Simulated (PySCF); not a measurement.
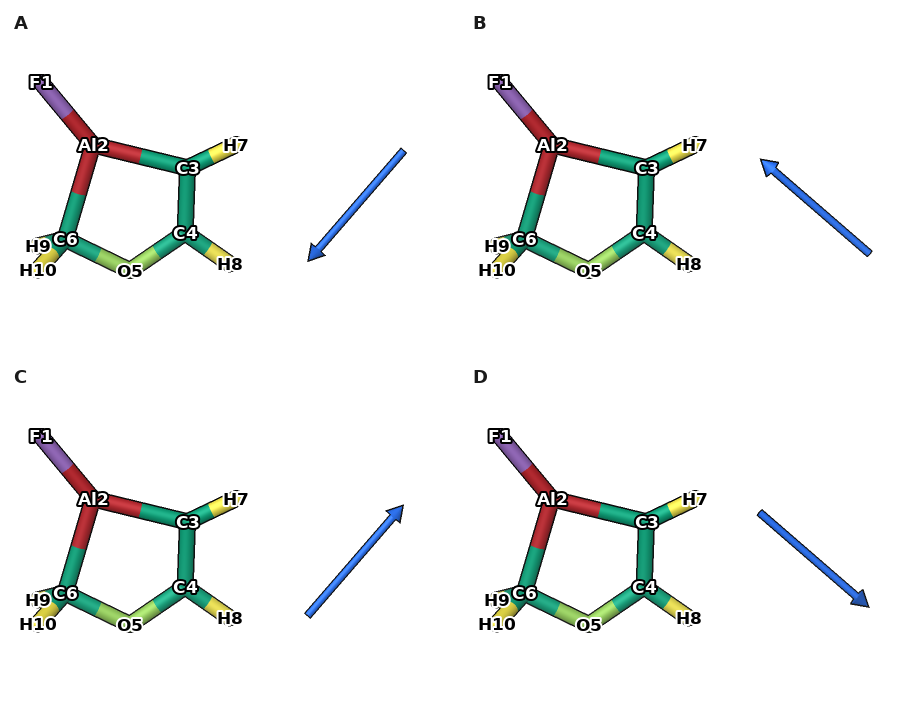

The same molecule four times, each with an arrow. The computed structure is the end point of a GFN2-xTB optimisation. No frequency run is at hand to confirm it as a minimum. Properties computed with B3LYP/def2-SVPD, gas phase (PySCF 2.14.0).

Which arrow points along the dipole moment, from the negative to the positive end?

D. The dipole moment is 0.72 D; it points from the side of F1 to the side of H8 (the outermost atoms at the two ends).

The geometry is semi-empirical. Around Al such bond lengths and angles can be off by a tenth of an ångström or more and by several degrees, and values that hang on the shape move with them.
